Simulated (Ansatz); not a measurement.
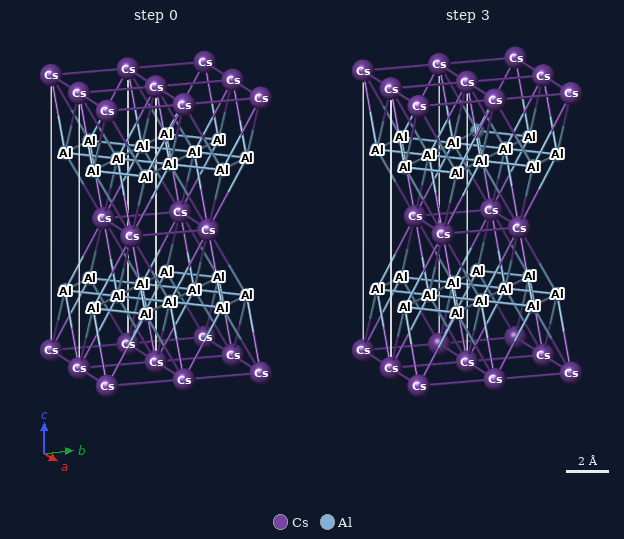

The structure of crystalline CsAl2 (built on the tetragonal zirconia_137 type) before (left) and after (right) a relaxation, at one scale.

The picture is a ball-and-stick view of the conventional cell (2 times the calculation's cell), repeated 2 × 2 × 1 with one cell outlined, seen slightly off an axis. Lengths and directions refer to the drawn axes.

Case: tetragonal zirconia type (P4_2/nmc, No. 137).

Level of theory: DFT PBE, scalar-relativistic, plane waves, PAW in Ansatz 0.2.0.

Input
```yaml
crystal:
  lattice:
    - [-1.9565693723, 1.9565693723, 6.7732727195]
    - [1.9565693723, -1.9565693723, 6.7732727195]
    - [1.9565693723, 1.9565693723, -6.7732727195]
  atoms:
    - { symbol: Cs, position: [0.0, 0.0, 0.0] }
    - { symbol: Al, position: [0.75, 0.25, 0.5] }
    - { symbol: Al, position: [0.25, 0.75, 0.5] }
basis:
  ecutwfc: 420
kpoints:
  mp_grid: { grid: [16, 16, 16] }
hamiltonian:
  xc: pbe
scf:
  occupations: { method: gaussian, width: 0.1 }
output:
  forces: true
  stress: true
  eigenvalues: true
relax:
  adjacent_minimum: "off"
  f_tol: 0.01
  max_steps: 80
  cell: { stress_tol: 0.05 }
```

Launched with:
```bash
ansatz run input.yaml --threads 1 --pin off --max-ram 2560MiB --backend cpu --events-out ev --progress --plain --runs-dir out
```

Summarise the run.

After 2 accepted moves (3 points after the start) the energy has fallen by 2.4 meV per atom. All forces vanish by symmetry, so only the cell relaxes. The pressure goes from −0.03 to 0.03 GPa. At 1 point the geometry stayed and the basis and grid were re-selected for the new cell (energy shift of less than 0.05 meV per atom at most each time). No atom moves by more than 0.005 Å relative to the cell. The drawn cell changes at constant volume: a = b 3.913 → 3.883 Å (−0.8 %), c 13.547 → 13.763 Å (+1.6 %). Near-neighbour distances that change, for instance: Cs1–Al2 3.911 → 3.951 Å, Cs1–Cs1 3.913 → 3.883 Å, Al2–Al3 2.767 → 2.746 Å. The space group stays I4/mmm (No. 139).
